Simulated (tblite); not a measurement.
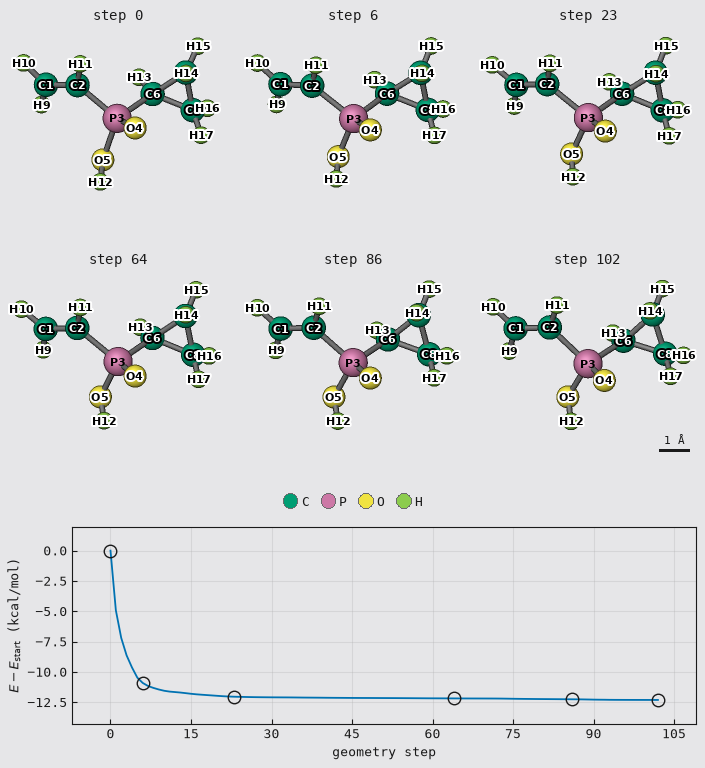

Frames of a relaxation of C$_{5}$H$_{9}$O$_{2}$P, marked on the history of the run. The picture is a ball-and-stick view, seen at a tilt.

Level of theory: GFN2-xTB geometry optimisation, gas phase in tblite 0.8.0. 

What happens along the run?

Answer. The energy falls by 12.3 kcal/mol in 102 geometry steps. The atom that moves furthest after the best rigid fit is an H atom (0.48 Å). Largest moves by element: H 0.48 Å, O 0.34 Å, C 0.19 Å, P 0.06 Å. Near-neighbour distances that change, for instance: O–P 1.693 → 1.615 Å, H–O 1.011 → 0.959 Å, O–P 1.507 → 1.468 Å, C–P 1.778 → 1.815 Å. Bond angles that change, for instance: C–P–O 111.6° → 104.5°, C–C–H 113.4° → 119.2°, C–C–H 114.0° → 119.1°. Groups turn about C–P by about 25°. Cost: 0.67 s on 1 thread of Arm Neoverse V1 (shared host). From step 0 to 6: an O atom moves most (0.12 Å), energy −10.9 kcal/mol. From step 6 to 23: O and H atoms move most (0.12 Å), energy −1.14 kcal/mol. From step 23 to 64: an H atom moves most (0.13 Å), energy −0.14 kcal/mol. From step 64 to 86: H atoms move most (0.15 Å), energy −0.07 kcal/mol. From step 86 to 102: an H atom moves most (0.12 Å), energy −0.05 kcal/mol.
